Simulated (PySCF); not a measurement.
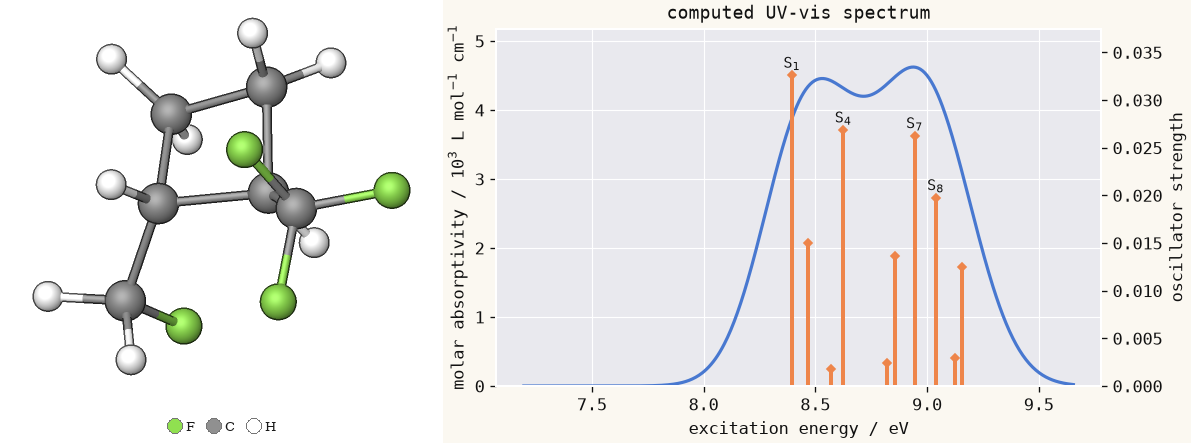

Computed absorption of C₆H₈F₄, SMILES FC[C@@H]1CC[C@H]1C(F)(F)F. Vertical TDDFT excitations, B3LYP/def2-SVPD, PySCF, at a PBE0-D3(BJ)/def2-SVP geometry (no frequency check), gas phase. The lowest 10 singlet states are shown; each is broadened by a Gaussian of 1/e half-width 0.25 eV. Sticks give oscillator strengths (right axis).

Question: Where is the lowest singlet, and is it bright?

Answer: S1 lies at 8.40 eV (148 nm) with f = 0.033, mainly HOMO → LUMO (96 %); it is weak.

Question: Does any vertical transition fall in the visible?

Answer: No singlet lies below 3.1 eV (beyond 400 nm), so at this level no vertical transition falls in the visible.

Caveats: states above the negative HOMO energy depend on the basis; one conformer of a flexible molecule; core orbitals are frozen in the response.
